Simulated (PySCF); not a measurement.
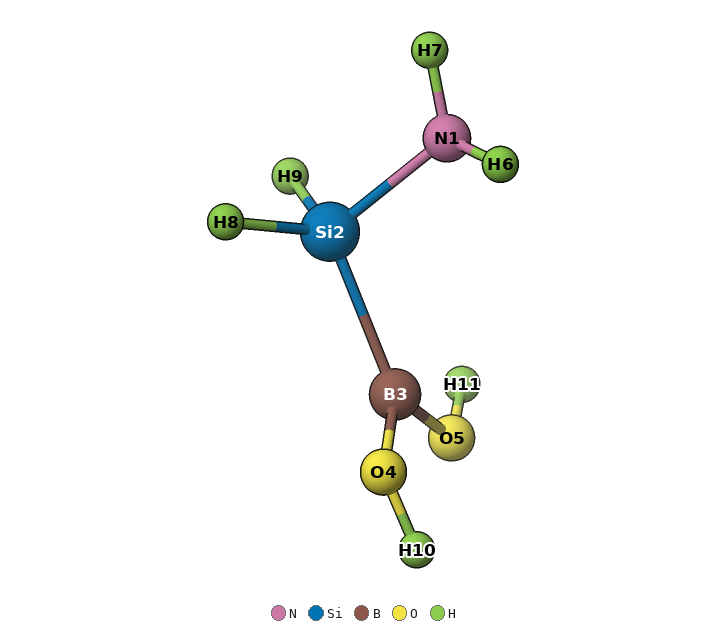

The computed structure is the end point of a GFN2-xTB optimisation. No frequency run is at hand to confirm it as a minimum. Properties computed with delta-SCF UKS SCAN, pcX-2 on the ionised atom, pcseg-1 elsewhere, spin-free X2C (PySCF 2.14.0).

Give the core-electron binding energies (to vacuum; p and d levels without spin–orbit splitting) of N1 1s, Si2 1s, Si2 2p, B3 1s, O4 1s.

| atom | level | binding energy (eV) |
| --- | --- | --- |
| N1 | 1s | 404.4 |
| Si2 | 1s | 1846.1 |
| Si2 | 2p | 106.6 |
| B3 | 1s | 197.1 |
| O4 | 1s | 539.1 |

The geometry is semi-empirical. Around B, Si such bond lengths and angles can be off by a tenth of an ångström or more and by several degrees, and values that hang on the shape move with them.
